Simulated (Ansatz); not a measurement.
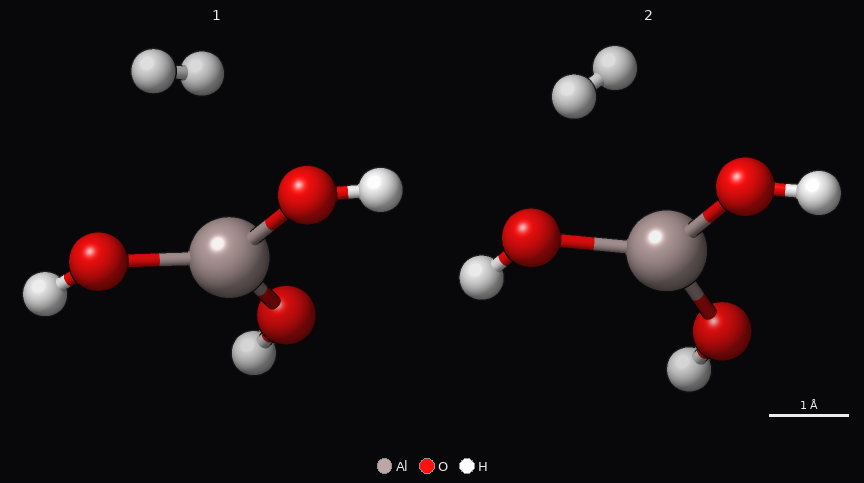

Two geometries of AlH$_{5}$O$_{3}$, drawn at one scale. One is the start of a relaxation, the other its converged end. The picture is a ball-and-stick view, seen at a tilt.

Method: RHF/cc-pVDZ (Ansatz 0.2.0). (no spin polarisation; force threshold 0.03 eV/Å; at most 50 steps)

### Which of the two is the end point?

Structure 1 is the relaxed one. The run prepares an end point of a later path (reaction) calculation, from a guessed geometry. Over 12 geometry steps the energy falls by 3.04 kcal/mol. Largest force component: 1.2 eV/Å at the start, 0.025 eV/Å at the end. The forces were under the threshold at step 5, but the run went on from there. The largest move after the best rigid fit is that of an H atom, 0.42 Å. By element the largest moves are H 0.42 Å, O 0.40 Å, Al 0.15 Å. Some distances before and after: Al–O 1.747 → 1.705 Å, H–H 0.714 → 0.749 Å. Among the angles between lasting bonds that change: Al–O–H 124.2° → 128.0°. The run took 20 s on 1 thread of Arm Neoverse V1, with other jobs on the host, peak memory 0.15 GiB.

Limits of the set-up: the start holds two separate molecules, 2.2 Å apart at their closest, whose relative position is a soft coordinate and is computed without a dispersion correction; Hartree-Fock leaves out electron correlation.
